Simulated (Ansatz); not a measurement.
# BH3O (BH2(OH)) at 6 levels

We compute a comparison of 6 runs (B3LYP/STO-3G, BHLYP/STO-3G, PBE/STO-3G, PBE0/STO-3G, CCSDT(Q)/STO-3G, UCCSD(T)/STO-3G) of BH3O (BH2(OH)). 

The calculation is run with Ansatz 0.2.0.

45 further runs of the same task are left out: 1 that didn't finish, 44 set aside as unsound or not needed.

## (1) The system as given

BH3O: 5 atoms, total charge 0, spin state singlet. As SMILES, `[H]B([H])O`. The O4–B1 distance was set to 2.651 Å, away from the relaxed value. At this shape a bond of the SMILES string is far longer than usual.

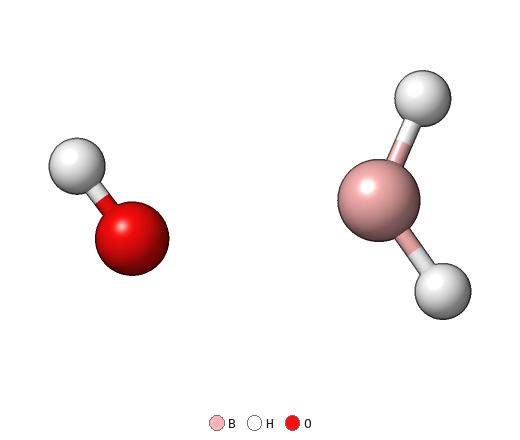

The structure, seen from a chosen angle (boron pink, hydrogen white, oxygen red).

## (2) The energy at B3LYP/STO-3G (run 1)

File in.yaml:

```yaml
crystal:
  periodic: [false, false, false]
  atoms:
    - {symbol: B, position_ang: [0.701349, 1.523627, -0.391482]}
    - {symbol: H, position_ang: [1.833929, 1.611187, -0.678592]}
    - {symbol: H, position_ang: [-0.002531, 2.472507, -0.363682]}
    - {symbol: O, position_ang: [-0.159420, -0.918700, 0.174490]}
    - {symbol: H, position_ang: [-1.082200, -1.025180, 0.410320]}
basis:
  gaussian:
    orbitals: STO-3G
hamiltonian:
  xc: {name: B3LYP}
accuracy: high
```

On the command line:

```
ansatz run in.yaml --threads 1 --pin off --max-ram 2610MiB --events-out events.jsonl --progress --plain --runs-dir runs
```

The program printed:

```text
Warning: RAYON_NUM_THREADS=1 ignored (pool sized by the plan → 1); use --threads N
Functional definition: B3LYP
  name "B3LYP"
  parameter a0 = 0.2
  parameter ax = 0.72
  parameter ac = 0.81
  exchange = (1 - a0 - ax)*slater_x + ax*b88_x + a0*exact_x
  correlation = (1 - ac)*vwn_rpa_c + ac*lyp_c
199 factors; integrals over basis functions are off by at most 4.5e-8 eV
mean field evaluation 1: about -2719.2587 eV, gradient 3.2e1 eV
mean field evaluation 2: about -2597.0564 eV, gradient 9.4e1 eV
mean field evaluation 4: about -2721.8165 eV, gradient 2.7e1 eV
mean field evaluation 8: about -2722.0178 eV, gradient 2.6e1 eV
mean field evaluation 16: about -2727.5620 eV, gradient 6.7e-7 eV
mean field -2727.56201234 eV, -100.2360551455 hartree, gradient 6.9e-9 eV, S^2 0.000000; 0 other end points of the search recorded, 0 dependent functions left out
reference -2727.56203868 eV, -100.2360561134 hartree; 8, 8 occupied and 5, 5 virtual orbitals, 199 factors
Total energy: -2727.56203868 eV, -100.2360561134 hartree
```

Run time: 0.83 s. Hardware: 1 thread of Arm Neoverse V1, shared host.

## (3) A single-point energy at BHLYP/STO-3G (run 2)

File molecule.yaml:

```yaml
crystal:
  periodic: [false, false, false]
  atoms:
    - symbol: B
      position_ang: [0.701349, 1.523627, -0.391482]
    - symbol: H
      position_ang: [1.833929, 1.611187, -0.678592]
    - symbol: H
      position_ang: [-0.002531, 2.472507, -0.363682]
    - symbol: O
      position_ang: [-0.159420, -0.918700, 0.174490]
    - symbol: H
      position_ang: [-1.082200, -1.025180, 0.410320]
basis:
  gaussian:
    orbitals: STO-3G
hamiltonian:
  xc: {name: BHLYP}
accuracy: high
```

On the command line:

```
ansatz run molecule.yaml --threads 1 --pin off --max-ram 2610MiB --events-out events.jsonl --progress --plain --runs-dir runs
```

The program printed:

```text
Warning: RAYON_NUM_THREADS=1 ignored (pool sized by the plan → 1); use --threads N
Functional definition: BHLYP
  name "BHLYP"
  parameter a = 0.5
  exchange = (1 - a)*b88_x + a*exact_x
  correlation = lyp_c
199 factors; integrals over basis functions are off by at most 4.5e-8 eV
mean field evaluation 1: about -2716.9706 eV, gradient 3.1e1 eV
mean field evaluation 2: about -2601.6240 eV, gradient 9.4e1 eV
mean field evaluation 4: about -2720.1261 eV, gradient 2.5e1 eV
mean field evaluation 8: about -2720.6117 eV, gradient 2.3e1 eV
mean field evaluation 16: about -2725.4814 eV, gradient 5.5e-7 eV
mean field -2725.48135833 eV, -100.1595925211 hartree, gradient 1.0e-8 eV, S^2 0.000000; 0 other end points of the search recorded, 0 dependent functions left out
reference -2725.48137640 eV, -100.1595931850 hartree; 8, 8 occupied and 5, 5 virtual orbitals, 199 factors
Total energy: -2725.48137640 eV, -100.1595931850 hartree
```

It took 0.79 s on 1 thread of Arm Neoverse V1, shared host.

Runs 3 to 5 aren't shown in full; the table further down has their settings and results.

## (4) A single-point energy at UCCSD(T)/STO-3G (run 6)

File input.yaml:

```yaml
crystal:
  periodic: [false, false, false]
  atoms:
    - symbol: B
      position_ang: [0.701349, 1.523627, -0.391482]
    - symbol: H
      position_ang: [1.833929, 1.611187, -0.678592]
    - symbol: H
      position_ang: [-0.002531, 2.472507, -0.363682]
    - symbol: O
      position_ang: [-0.159420, -0.918700, 0.174490]
    - symbol: H
      position_ang: [-1.082200, -1.025180, 0.410320]
basis:
  gaussian:
    orbitals: STO-3G
magnetization:
  spin_polarized: true
correlation:
  method: ccsd_t
  frozen_orbitals: {B: 1, H: 0, O: 1}
accuracy: high
scf:
  omitted_lower_state_checks: [cluster_reference, increment]
```

On the command line:

```
ansatz run input.yaml --threads 1 --pin off --max-ram 2610MiB --events-out events.jsonl --progress --plain --runs-dir runs
```

The program printed:

```text
Warning: RAYON_NUM_THREADS=1 ignored (pool sized by the plan → 1); use --threads N
[... 16 lines left out ...]
2 core orbitals not correlated: weight in the atoms' cores, before any rotation towards them, 1.000 or more for the frozen orbitals, at most 0.000 for the correlated occupied ones
[... 107 lines left out ...]
WARN: these amplitudes may be one of several solutions (largest doubles amplitude 0.53, level shift 0.00 eV)
Total energy: -2716.84164391 eV, -99.8420888724 hartree
Checks for a lower state left out: cluster_reference, increment
```

It took 0.38 s on 1 thread of Arm Neoverse V1, shared host.

## (5) The series

```tsv
run	level	frozen core orbitals	energy (Eh)	wall time
1	B3LYP/STO-3G	–	-100.236056	0.83 s
2	BHLYP/STO-3G	–	-100.159593	0.79 s
3	PBE/STO-3G	–	-100.116793	0.79 s
4	PBE0/STO-3G	–	-100.111182	0.68 s
5	CCSDT(Q)/STO-3G	2	-99.844462	0.28 s
6	UCCSD(T)/STO-3G	2	-99.842089	0.38 s
```

## (6) What came out

| quantity | value |
| --- | --- |
| run 6: total energy | -99.84209 Eh |
| run 6: correlation energy (2 core orbitals frozen) | -68.1 mEh |
| run 6: (T) correction | -1.34 mEh |
| run 6: ⟨S²⟩ of the reference determinant | 0.967 |
| run 6: T1 diagnostic | 0.037 |

**Reading.** Totals of different functionals can't be ranked against each other. In run 5 the log says that unrestricted orbitals would lower the reference, so the values rest on an unstable closed-shell determinant (other closed-shell runs at this shape may share the fault). In runs 1, 2, 3, 4, 5, 6 the basis is minimal, so the values are rough. Spin contamination of the reference: run 6 ⟨S²⟩ = 0.97. Where it is this large, the reference is a mixture of spin states, and values that rest on it are in doubt. All runs together took 3.8 s, the longest 0.83 s.
